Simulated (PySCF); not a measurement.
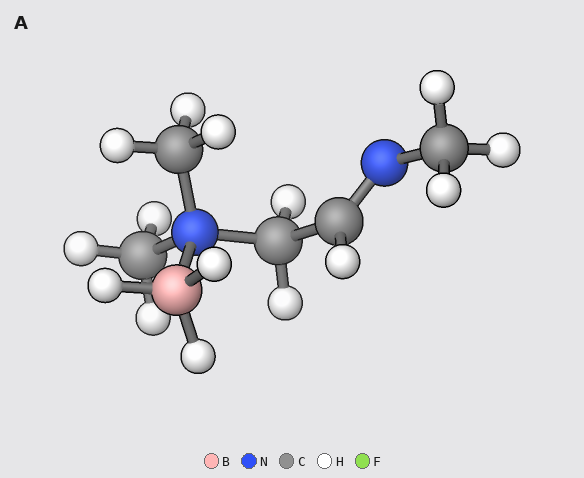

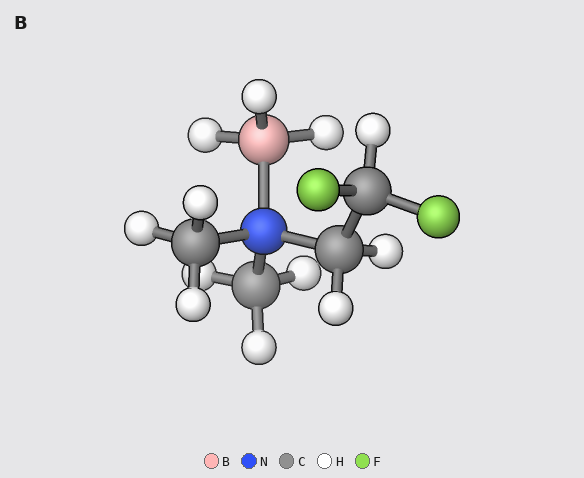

Two related species, optimised with PBE0-D3(BJ)/def2-SVP; properties computed with PySCF 2.14.0. Both: charge 0, singlet.

> Identify both.

A is C5H15BN2 ([BH3-][N+](C)(C)C/C=N/C), B is C4H12BF2N ([BH3-][N+](C)(C)CC(F)F).

Compare them. With CAM-B3LYP/pcSseg-1: dipole moment (D), HOMO–LUMO gap (eV), HOMO energy (Kohn–Sham orbital) (eV), shielding of B (ppm). With PBE0/pcSseg-1: Hirshfeld charge of B (e), IAO charge of B (e). With ωB97X-D/def2-SVPD: lowest vertical singlet excitation (eV), mean static polarisability (bohr³). With PBE0-D3(BJ)/def2-SVP: mean B–H length (Å), mean B–N length (Å).

```csv
quantity,A,B
dipole moment (D),3.68,4.47
HOMO–LUMO gap (eV),9.54,11.09
HOMO energy (Kohn–Sham orbital) (eV),−8.87,−9.40
shielding of B (ppm),112.4,112.9
Hirshfeld charge of B (e),−0.09,−0.09
IAO charge of B (e),−0.39,−0.40
lowest vertical singlet excitation (eV),5.02,7.98
mean static polarisability (bohr³),97.4,77.0
mean B–H length (Å),1.225,1.224
mean B–N length (Å),1.641,1.644
```

Each is one conformer, and no frequency run is at hand to confirm it as a minimum.
